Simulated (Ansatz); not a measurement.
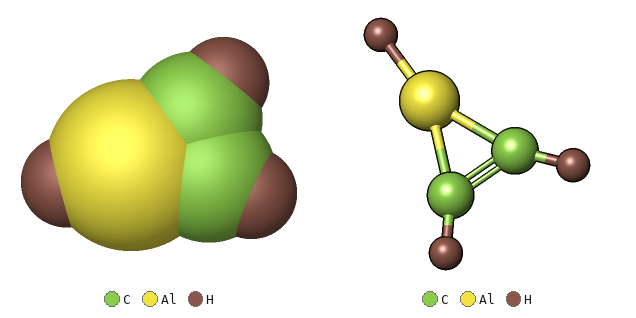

Two views of one molecule.

The geometry was computed by an optimisation with PBE0-D4/def2-TZVP. No frequency run is at hand to confirm it as a minimum.

Identify the structure.

It has 6 atoms: 2 carbon, 3 hydrogen and 1 aluminium (C₂H₃Al). As SMILES it reads `[CH]1=[CH][AlH]1`. Among its groups: alkene. The point group is C2v. All atoms lie on one plane. Coordination, clear cases only: 2 C T-shaped.

The parts below concern this one geometry. Atoms keep their numbers from picture to picture.

## Shape

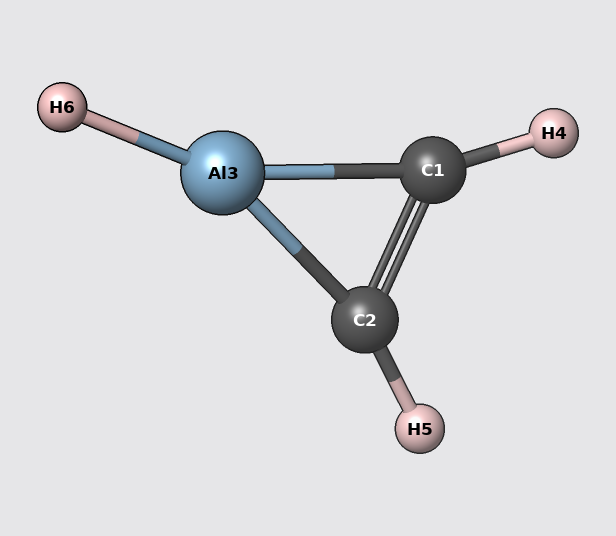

The atoms are numbered. No frequency run is at hand to confirm it as a minimum.

What are the angles C2–C1–Al3, C2–C1–H4, Al3–C1–H4, C1–Al3–C2, C1–Al3–H6?

```json
{"angle": "C2–C1–Al3", "degrees": "68.3"}
{"angle": "C2–C1–H4", "degrees": "127.8"}
{"angle": "Al3–C1–H4", "degrees": "163.9"}
{"angle": "C1–Al3–C2", "degrees": "43.3"}
{"angle": "C1–Al3–H6", "degrees": "158.3"}
```

## Dipole moment

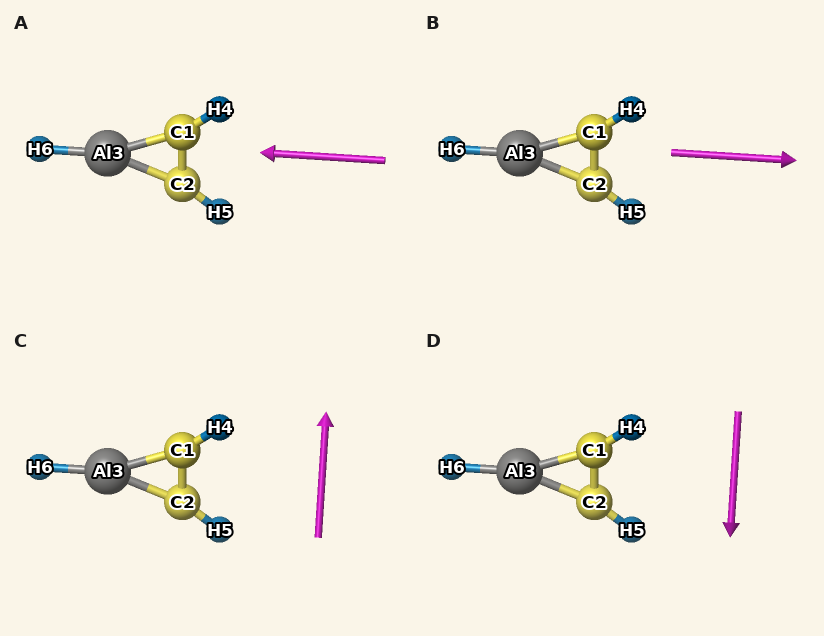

The same molecule four times, each with an arrow. No frequency run is at hand to confirm it as a minimum. Level of theory: RKS PBE0-D4/def2-TZVP (Ansatz 0.2.0).

Which arrow points along the dipole moment, from the negative to the positive end?

Answer. A. The dipole moment is 0.73 D; it points from the side of H4, H5 to the side of H6 (the outermost atoms at the two ends).

## Electronic properties

No frequency run is at hand to confirm it as a minimum. Level of theory: RKS PBE0-D4/def2-TZVPP (Ansatz 0.2.0).

Estimate the LUMO energy (Kohn–Sham orbital).

Answer. −0.73 eV.

What is the HOMO energy (Kohn–Sham orbital)?

Answer. −6.50 eV.

## Charges

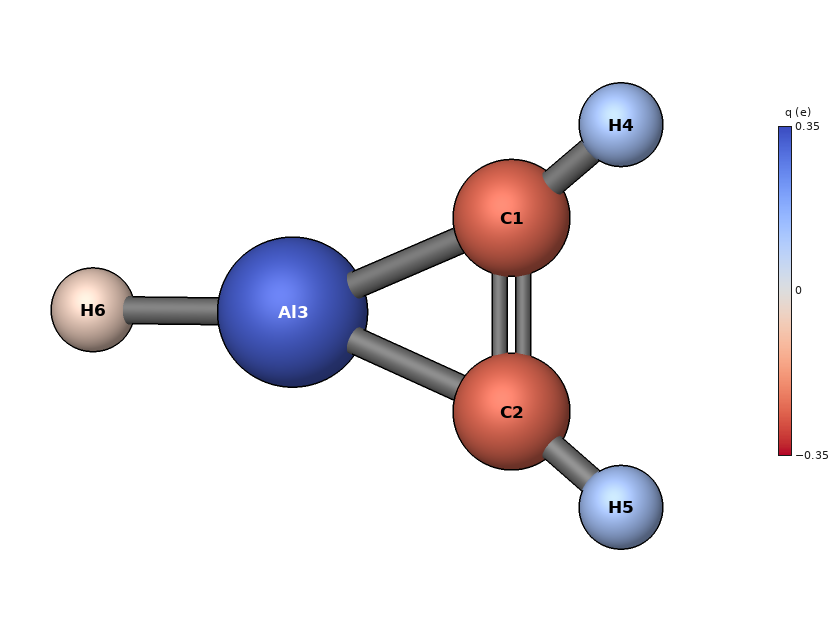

Atoms are coloured by their Mulliken charges. No frequency run is at hand to confirm it as a minimum. Properties computed with RKS PBE0-D4/def2-TZVP (Ansatz 0.2.0).

Which atom carries the highest charge (most positive or least negative)?

Answer. Al3 (0.32 e).

And the lowest?

Answer. C1, C2 (−0.25 e).

List the Mulliken charges.

```tsv
atom	value (e)
C1	−0.25
C2	−0.25
Al3	0.32
H4	0.12
H5	0.12
H6	−0.06
```

Mulliken values depend strongly on the basis set and can even reverse the polarity of a bond.
